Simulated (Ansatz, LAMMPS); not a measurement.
# Glassy 68B2O3-32K2O (mol %) (83 atoms): geometry optimisation, part 2 of 4

Aim: bring glassy 68B2O3-32K2O (mol %) (83 atoms) to a nearby minimum of the energy and see what moves.

Ansatz 0.2.0; Kohn-Sham DFT, PBE, PAW (set soft_2), plane waves.

The cell: 26 B, 12 K and 45 O. The quench rate of 100 K/ps far exceeds what a furnace or splat quench reaches. The network of bonds at the start is that of the classical potential that made the cell. The Brillouin zone is sampled at Γ only, in a cell whose shortest periodic width is 10 Å.

So far. Step 3 (Single point at the start): The r.m.s. force component of 0.91 eV/Å and the pressure of -5.3 GPa set the starting point.

### Step 4. Cell and atoms relaxed

Cell and atoms are freed together, to release stress as well as forces.

Input file input.yaml:

```yaml
crystal:
  lattice:
    - [10.41178, 0.0, 0.0]
    - [0.0, 10.41178, 0.0]
    - [0.0, 0.0, 10.41178]
  atoms:
    [... the 83 atom lines of step 3 ...]
kpoints:
  mp_grid: { grid: [1, 1, 1] }
hamiltonian:
  xc: pbe
scf:
  occupations: { method: fixed }
output:
  forces: true
relax:
  f_tol: 0.05
  max_steps: 200
  cell: {}
```

On the command line:

```
> ansatz run input.yaml --threads 4 --pin off --max-ram 8192MiB --backend cpu --events-out ev --progress --plain --runs-dir out
```

Numbers of over 12 decimals in the logs are rounded to 6 here.

What it wrote:

```text
[...]
Crystal: 83 atoms, lattice volume = 1128.691 Å³
Basis set: ecut = 420 eV, 22119 PW (Γ), exchange–correlation on 144×144×144 points (8 copies of the dense FFT grid, shifted against one another)
Bands: 311, of which v1, the nominal top of the filled ones, is band 228 counted from 1 (227 counted from 0)
Symmetry: 1 space group operations
[...]
k-points: 1
[...]
SCF iter   1: F=—  HF=-48104.765245 eV  |F-HF|=—  |Δ(HF+E_count)|=         —  Δρ=3.60e-3  dr2=2.47e-1  ethr=1.77e-3  ⟨swp⟩=6.0  Hψ=1002  notcnv=0  defer=81
[...]
SCF iter   3: F=—  HF=-48104.738616 eV  |F-HF|=—  |Δ(HF+E_count)|=   4.96e-5  Δρ=1.05e-3  dr2=2.03e-2  ethr=1.53e-5  ⟨swp⟩=4.0  Hψ=414  notcnv=0  defer=66
automatic band count: iteration 3 solves 296 bands in place of 311: the levels show a gap, and the empty bands left out lie too high to hold charge; the band table lists the bands solved (type scf.n_extra_bands for more)
SCF iter   4: F=—  HF=-48104.738227 eV  |F-HF|=—  |Δ(HF+E_count)|=   3.88e-4  Δρ=3.75e-4  dr2=2.51e-3  ethr=4.45e-6  ⟨swp⟩=4.0  Hψ=412  notcnv=0  defer=66
[...]
SCF iter  11: F=-48104.741184 eV  HF=-48104.741184 eV  |F-HF|=5.91e-9  |Δ(HF+E_count)|=   9.53e-9  Δρ=8.88e-7  dr2=8.60e-9  ethr=2.19e-11  ⟨swp⟩=4.0  Hψ=831  notcnv=0
SCF 1 converged in 11 iterations: F = -48104.741184 eV  dr2 = 8.60e-9
[...]
relax step   1: F+E_penalty+E_count = -48104.74118389 eV  Δ(F+E_penalty+E_count) = +0.000e0 eV  max|allowed force component| = 2.553e0 eV/Å  Δτ_max = 0.0000 Å  P = -5.252 GPa  Ω = 1128.691 Å³  (11 SCF iters, dr2 threshold 1.00e-7 eV, accepted)
[... from here on, the SCF cycles and remarks between the steps are left out ...]
relax step   2: F+E_penalty+E_count = -48110.15134728 eV  Δ(F+E_penalty+E_count) = -5.410e0 eV  max|allowed force component| = 1.494e0 eV/Å  Δτ_max = 0.1949 Å  P = -2.109 GPa  Ω = 1088.615 Å³  energy of the carried Pulay correction = +1.265e-1 eV  (8 SCF iters, dr2 threshold 8.30e-6 eV, accepted)
relax step   3: F+E_penalty+E_count = -48112.52973598 eV  Δ(F+E_penalty+E_count) = -2.378e0 eV  max|allowed force component| = 9.375e-1 eV/Å  Δτ_max = 0.1949 Å  P = +0.646 GPa  Ω = 1057.718 Å³  energy of the carried Pulay correction = +2.272e-1 eV  (8 SCF iters, dr2 threshold 8.30e-6 eV, accepted)
relax step   4: F+E_penalty+E_count = -48113.42777756 eV  Δ(F+E_penalty+E_count) = -8.980e-1 eV  max|allowed force component| = 8.450e-1 eV/Å  Δτ_max = 0.2000 Å  P = +0.170 GPa  Ω = 1069.203 Å³  energy of the carried Pulay correction = +1.894e-1 eV  (8 SCF iters, dr2 threshold 8.30e-6 eV, accepted)
relax step   5: F+E_penalty+E_count = -48114.02310873 eV  Δ(F+E_penalty+E_count) = -5.953e-1 eV  max|allowed force component| = 5.305e-1 eV/Å  Δτ_max = 0.1950 Å  P = +0.035 GPa  Ω = 1072.904 Å³  energy of the carried Pulay correction = +1.774e-1 eV  (8 SCF iters, dr2 threshold 8.30e-6 eV, accepted)
relax step   6: F+E_penalty+E_count = -48114.52771328 eV  Δ(F+E_penalty+E_count) = -5.046e-1 eV  max|allowed force component| = 6.135e-1 eV/Å  Δτ_max = 0.2000 Å  P = -0.146 GPa  Ω = 1074.083 Å³  energy of the carried Pulay correction = +1.735e-1 eV  (7 SCF iters, dr2 threshold 8.30e-6 eV, accepted)
relax step   7: F+E_penalty+E_count = -48114.90080614 eV  Δ(F+E_penalty+E_count) = -3.731e-1 eV  max|allowed force component| = 5.414e-1 eV/Å  Δτ_max = 0.1949 Å  P = -0.390 GPa  Ω = 1074.064 Å³  energy of the carried Pulay correction = +1.736e-1 eV  (7 SCF iters, dr2 threshold 8.30e-6 eV, accepted)
relax step   8: F+E_penalty+E_count = -48115.20854317 eV  Δ(F+E_penalty+E_count) = -3.077e-1 eV  max|allowed force component| = 3.957e-1 eV/Å  Δτ_max = 0.2000 Å  P = -0.409 GPa  Ω = 1070.994 Å³  energy of the carried Pulay correction = +1.836e-1 eV  (7 SCF iters, dr2 threshold 8.30e-6 eV, accepted)
relax step   9: F+E_penalty+E_count = -48115.51695206 eV  Δ(F+E_penalty+E_count) = -3.084e-1 eV  max|allowed force component| = 3.511e-1 eV/Å  Δτ_max = 0.1952 Å  P = +0.028 GPa  Ω = 1063.365 Å³  energy of the carried Pulay correction = +2.086e-1 eV  (7 SCF iters, dr2 threshold 8.30e-6 eV, accepted)
relax step  10: F+E_penalty+E_count = -48115.65491365 eV  Δ(F+E_penalty+E_count) = -1.380e-1 eV  max|allowed force component| = 8.567e-1 eV/Å  Δτ_max = 0.1952 Å  P = -0.178 GPa  Ω = 1060.972 Å³  energy of the carried Pulay correction = +2.165e-1 eV  (7 SCF iters, dr2 threshold 7.71e-6 eV, accepted)
relax step  11: F+E_penalty+E_count = -48115.79126622 eV  Δ(F+E_penalty+E_count) = -1.364e-1 eV  max|allowed force component| = 5.788e-1 eV/Å  Δτ_max = 0.2000 Å  P = -0.117 GPa  Ω = 1059.535 Å³  energy of the carried Pulay correction = +2.212e-1 eV  (7 SCF iters, dr2 threshold 8.30e-6 eV, accepted)
relax step  12: F+E_penalty+E_count = -48115.86123843 eV  Δ(F+E_penalty+E_count) = -6.997e-2 eV  max|allowed force component| = 2.369e-1 eV/Å  Δτ_max = 0.1067 Å  P = +0.052 GPa  Ω = 1057.917 Å³  energy of the carried Pulay correction = +2.265e-1 eV  (7 SCF iters, dr2 threshold 8.30e-6 eV, accepted)
[...]
relax step  41: F+E_penalty+E_count = -48117.00681217 eV  Δ(F+E_penalty+E_count) = -9.669e-4 eV  max|allowed force component| = 4.154e-2 eV/Å  Δτ_max = 0.0123 Å  P = -0.005 GPa  Ω = 1044.954 Å³  energy of the carried Pulay correction = +2.696e-1 eV  (7 SCF iters, dr2 threshold 1.80e-7 eV, accepted)
relax step  42: F+E_penalty+E_count = -48117.05742524 eV  Δ(F+E_penalty+E_count) = -5.061e-2 eV  max|allowed force component| = 4.190e-2 eV/Å  Δτ_max = 0.0000 Å  P = +0.006 GPa  Ω = 1044.954 Å³  stress off target by 4.99e-1 GPa  SCF on the basis re-selected at this cell (its energy is not comparable with the rows above)  (8 SCF iters)
relax step  43: F+E_penalty+E_count = -48116.93154230 eV  Δ(F+E_penalty+E_count) = +1.259e-1 eV  max|allowed force component| = 2.585e-1 eV/Å  Δτ_max = 0.2000 Å  P = +0.051 GPa  Ω = 1047.794 Å³  energy of the carried Pulay correction = -1.153e-2 eV  (9 SCF iters, dr2 threshold 6.22e-7 eV, rejected (line search))
relax step  44: F+E_penalty+E_count = -48117.08113375 eV  Δ(F+E_penalty+E_count) = -2.371e-2 eV  max|allowed force component| = 6.204e-2 eV/Å  Δτ_max = 0.0742 Å  P = +0.039 GPa  Ω = 1046.473 Å³  energy of the carried Pulay correction = -5.735e-3 eV  (12 SCF iters, accepted)
relax step  45: F+E_penalty+E_count = -48117.01216650 eV  Δ(F+E_penalty+E_count) = +6.897e-2 eV  max|allowed force component| = 2.932e-1 eV/Å  Δτ_max = 0.1000 Å  P = -0.160 GPa  Ω = 1047.854 Å³  energy of the carried Pulay correction = -1.045e-2 eV  (9 SCF iters, dr2 threshold 2.41e-7 eV, rejected (line search))
relax step  46: F+E_penalty+E_count = -48117.08406445 eV  Δ(F+E_penalty+E_count) = -2.931e-3 eV  max|allowed force component| = 5.693e-2 eV/Å  Δτ_max = 0.0285 Å  P = -0.002 GPa  Ω = 1046.729 Å³  energy of the carried Pulay correction = -6.644e-3 eV  (12 SCF iters, accepted)
relax step  47: F+E_penalty+E_count = -48117.07687189 eV  Δ(F+E_penalty+E_count) = +7.193e-3 eV  max|allowed force component| = 6.739e-2 eV/Å  Δτ_max = 0.0500 Å  P = +0.013 GPa  Ω = 1047.288 Å³  energy of the carried Pulay correction = -8.367e-3 eV  (8 SCF iters, dr2 threshold 2.03e-7 eV, rejected (line search))
relax step  48: F+E_penalty+E_count = -48117.08344542 eV  Δ(F+E_penalty+E_count) = +6.190e-4 eV  max|allowed force component| = 1.144e-1 eV/Å  Δτ_max = 0.0207 Å  P = -0.026 GPa  Ω = 1046.859 Å³  energy of the carried Pulay correction = -7.096e-3 eV  (11 SCF iters, rejected (line search))
relax step  49: F+E_penalty+E_count = -48117.08530235 eV  Δ(F+E_penalty+E_count) = -1.238e-3 eV  max|allowed force component| = 2.372e-2 eV/Å  Δτ_max = 0.0101 Å  P = +0.000 GPa  Ω = 1046.781 Å³  energy of the carried Pulay correction = -6.824e-3 eV  (10 SCF iters, accepted)
relax step  50: F+E_penalty+E_count = -48117.09732315 eV  Δ(F+E_penalty+E_count) = -1.202e-2 eV  max|allowed force component| = 2.433e-2 eV/Å  Δτ_max = 0.0000 Å  P = +0.019 GPa  Ω = 1046.781 Å³  stress off target by 1.01e-1 GPa  SCF on the basis re-selected at this cell (its energy is not comparable with the rows above)  (6 SCF iters)
relax step  51: F+E_penalty+E_count = -48117.09498630 eV  Δ(F+E_penalty+E_count) = +2.337e-3 eV  max|allowed force component| = 3.840e-2 eV/Å  Δτ_max = 0.0250 Å  P = +0.007 GPa  Ω = 1047.603 Å³  energy of the carried Pulay correction = -2.823e-3 eV  (9 SCF iters, dr2 threshold 2.55e-8 eV, accepted)
relax step  52: F+E_penalty+E_count = -48117.09696250 eV  Δ(F+E_penalty+E_count) = -1.976e-3 eV  max|allowed force component| = 2.132e-2 eV/Å  Δτ_max = 0.0136 Å  P = -0.003 GPa  Ω = 1047.460 Å³  energy of the carried Pulay correction = -2.326e-3 eV  (8 SCF iters, dr2 threshold 9.00e-9 eV, accepted)
relax step  53: F+E_penalty+E_count = -48117.09715333 eV  Δ(F+E_penalty+E_count) = -1.908e-4 eV  max|allowed force component| = 2.129e-2 eV/Å  Δτ_max = 0.0000 Å  P = +0.001 GPa  Ω = 1047.460 Å³  stress off target by 1.57e-2 GPa  SCF on the basis re-selected at this cell (its energy is not comparable with the rows above)  (5 SCF iters)
[...]
SCF converged after 5 iterations
Free energy (F): -48117.097153 eV
[...]
Internal energy: -48117.097153 eV  (E = F + TS)
E sigma→0 (E₀):  -48117.097153 eV
Fermi energy:    4.123812 eV
[...]
--- Forces (eV/Å), atoms counted from 1 ---
  atom   1  B      0.00480613     0.00061698     0.00497975
  atom   2  B     -0.00114816     0.00624282     0.00572360
  atom   3  B     -0.00304575     0.00222875     0.00516595
  atom   4  B     -0.00386277    -0.00602101    -0.00212990
  atom   5  B      0.00112652    -0.00102009    -0.00212345
  atom   6  B      0.00947991    -0.00392087    -0.00769247
  atom   7  B      0.00810651     0.01086672     0.00013191
  atom   8  B     -0.00765043    -0.00805504    -0.00681131
  atom   9  B     -0.00594739    -0.00530531     0.00067686
  atom  10  B      0.00846874    -0.00643432    -0.00957571
  atom  11  B     -0.02128997     0.00403452     0.00534873
  atom  12  B     -0.00662480    -0.01089518    -0.00238961
  atom  13  B      0.00406418     0.00545451    -0.00380718
  atom  14  B     -0.00668009     0.00462705    -0.00224202
[...]
atom  82  O     -0.00605125     0.00437097    -0.00107381
  atom  83  O      0.00252484     0.00180422    -0.00012286
  max |Σ_I F_I| component: 6.03e-6 eV/Å
--- Stress (GPa, compression-positive) ---
        0.013337      -0.002882       0.007578
       -0.002872       0.003156       0.002295
        0.007573       0.002314      -0.013233
  P = ⅓ Tr σ = 0.0011 GPa (0.011 kbar)
--- Relaxed structure (50 steps of the walk, 45 accepted, 3 SCFs on fresh bases) ---
  F+E_penalty+E_count = -48117.09715333 eV   max|allowed force component| = 2.129e-2 eV/Å   (the final SCF, on the basis selected at the relaxed cell)
  cell:  # Å, volume = 1047.4600 Å³
    - [10.433816, -0.545648, 0.820491]
    - [-0.545648, 10.351954, 0.303993]
    - [0.820491, 0.303993, 9.800756]
  atoms:
    - { symbol: B, position: [0.589868, 0.027703, 0.415007] }
    - { symbol: B, position: [1.010184, 0.748365, -0.025366] }
    - { symbol: B, position: [0.639074, 0.301902, 0.193708] }
    - { symbol: B, position: [0.869222, 0.311442, 0.024674] }
[...]
- { symbol: O, position: [0.847742, 0.759358, 0.332422] }
```

Run time: 7.9 min. Hardware: 4 threads of Arm Neoverse V1, shared host; peak memory 1.2 GiB.

The steps of the relaxation (22 of 53):

| step | energy less that of the first step (eV) | largest force component (eV/Å) | pressure (GPa) | volume (Å³) |
| --- | --- | --- | --- | --- |
| 1 | 0.0000 | 2.5528 | -5.25 | 1128.69 |
| 3 | -7.7886 | 0.9375 | 0.65 | 1057.72 |
| 6 | -9.7865 | 0.6135 | -0.15 | 1074.08 |
| 8 | -10.4674 | 0.3957 | -0.41 | 1070.99 |
| 11 | -11.0501 | 0.5788 | -0.12 | 1059.53 |
| 13 | -11.1766 | 0.2647 | 0.08 | 1056.47 |
| 16 | -11.3507 | 0.5407 | -0.38 | 1049.66 |
| 18 | -11.7066 | 1.0568 | 0.09 | 1043.42 |
| 21 | -11.9405 | 0.3204 | 0.23 | 1047.03 |
| 23 | -12.0335 | 0.1668 | -0.15 | 1045.61 |
| 26 | -12.0961 | 0.0994 | -0.02 | 1045.36 |
| 28 | -12.1346 | 0.1871 | -0.15 | 1044.64 |
| 31 | -12.1550 | 0.3406 | 0.29 | 1045.71 |
| 33 | -12.2130 | 0.1283 | 0.01 | 1046.16 |
| 36 | -12.2299 | 0.1497 | -0.05 | 1045.88 |
| 38 | -12.2596 | 0.0597 | 0.04 | 1044.94 |
| 41 | -12.2656 | 0.0415 | 0.00 | 1044.95 |
| 43 | -12.1904 | 0.2585 | 0.05 | 1047.79 |
| 46 | -12.3429 | 0.0569 | 0.00 | 1046.73 |
| 48 | -12.3423 | 0.1144 | -0.03 | 1046.86 |
| 51 | -12.3538 | 0.0384 | 0.01 | 1047.60 |
| 53* | -12.3560 | 0.0213 | 0.00 | 1047.46 |

Relaxation steps marked * repeat the geometry before them on a plane-wave basis chosen anew for their cell, so energy and pressure can jump there. Other such steps can lie between the rows shown. Relaxation steps 31, 43, 45, 47, 48 were tried and not accepted.

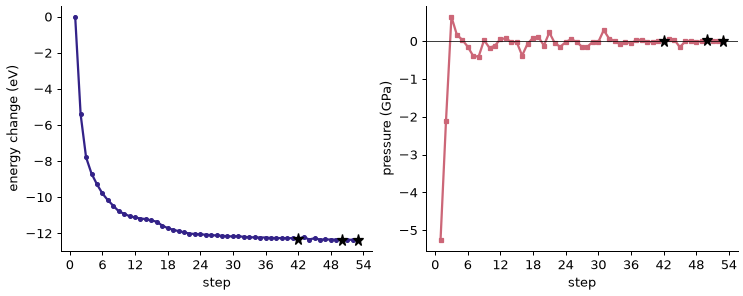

Energy and pressure along the relaxation. Stars mark steps on a basis chosen anew.

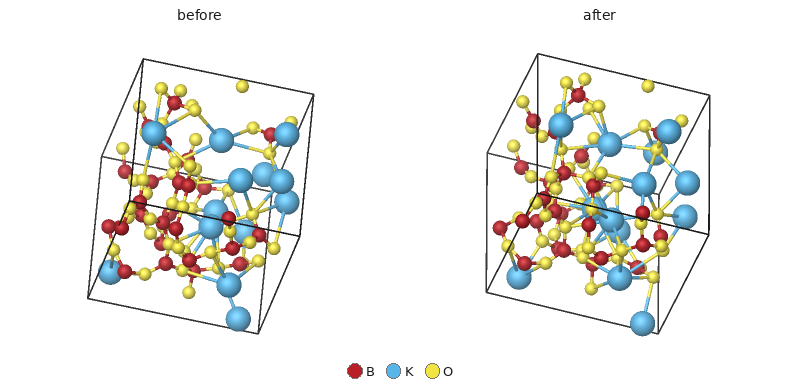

Before and after, at one scale. Bonds to atoms that aren't drawn are left out.

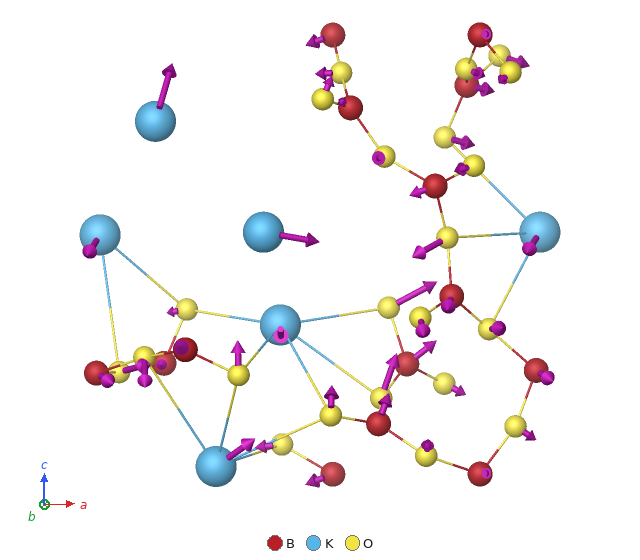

Displacements in the relaxation, scaled, measured against the changing cell; the longest in the cell stands for 1.34 Å. Drawn is a slice 5 Å thick, seen along the normal of the ac plane. Bonds to atoms that aren't drawn are left out.

| cell as run | before | after | change |
| --- | --- | --- | --- |
| a (Å) | 10.412 | 10.480 | +0.7 % |
| b (Å) | 10.412 | 10.371 | -0.4 % |
| c (Å) | 10.412 | 9.840 | -5.5 % |
| α (°) | 90.00 | 86.81 | -3.5 % |
| β (°) | 90.00 | 80.83 | -10.2 % |
| γ (°) | 90.00 | 95.86 | +6.5 % |
| volume (Å³/atom) | 13.60 | 12.62 | -7.2 % |

The atoms that moved most (Å, as changes of fractional coordinates times the final cell):

| atom | dx | dy | dz | length |
| --- | --- | --- | --- | --- |
| K30 | 0.367 | 0.791 | 1.013 | 1.336 |
| K38 | 1.150 | 0.330 | -0.350 | 1.246 |
| O44 | 0.987 | 0.031 | 0.517 | 1.114 |
| O59 | -0.054 | -0.967 | -0.534 | 1.106 |
| K29 | -0.303 | -1.005 | -0.285 | 1.087 |
| O43 | 0.855 | 0.630 | 0.030 | 1.063 |
| O64 | -0.506 | -0.886 | 0.194 | 1.039 |
| O41 | 0.569 | -0.822 | 0.234 | 1.027 |

The relaxation changed the energy by -149 meV/atom, and atoms moved by 0.68 Å r.m.s., 1.3 Å at most.

(Part 2 of 4 ends here.)

[Logs are printed without paths, hosts, clocks, repeated set-up lines and the standing remarks that a program may print on its own settings, such as how far it seeks lower states.]

[Hosts, paths, dates, database ids (printed as entryN), source tags and the programs' standing remarks are cut or masked in the printed files.]
